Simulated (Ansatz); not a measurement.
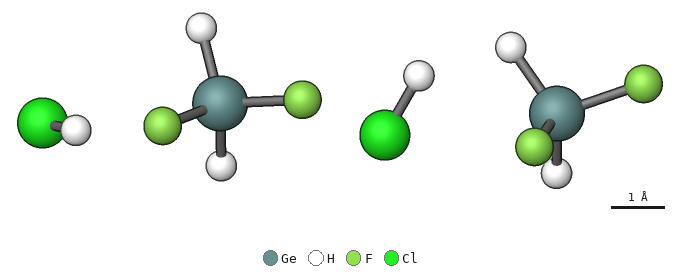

Two geometries of GeH$_{3}$ClF$_{2}$, drawn at one scale. One is the start of a relaxation, the other its converged end. The picture is a ball-and-stick view, seen at a tilt.

The calculation used RKS PBE/def2-SVP in Ansatz 0.2.0. Set-up: no spin polarisation; force threshold 0.03 eV/Å; at most 50 steps.

Question: Which geometry has the lower energy?

Answer: The left one is the relaxed one. The run prepares an end point of a later path (reaction) calculation, from a guessed geometry. The largest move after the best rigid fit is that of an H atom, 1.34 Å. By element the largest moves are H 1.34 Å, F 0.85 Å, Ge 0.30 Å, Cl 0.24 Å. Some distances before and after: Cl–Ge 3.419 → 3.458 Å, F–Ge 1.744 → 1.775 Å, Cl–H 1.336 → 1.311 Å, Ge–H 1.551 → 1.539 Å. Among the angles between lasting bonds that change: H–Ge–H 119.1° → 121.8°, H–Ge–F 110.0° → 107.6°. The energy falls by 0.272 eV in 20 accepted moves (21 points after the start). The largest force component goes from 0.93 to 0.0097 eV/Å. The line search rejected the trial step at point 6 of the run.
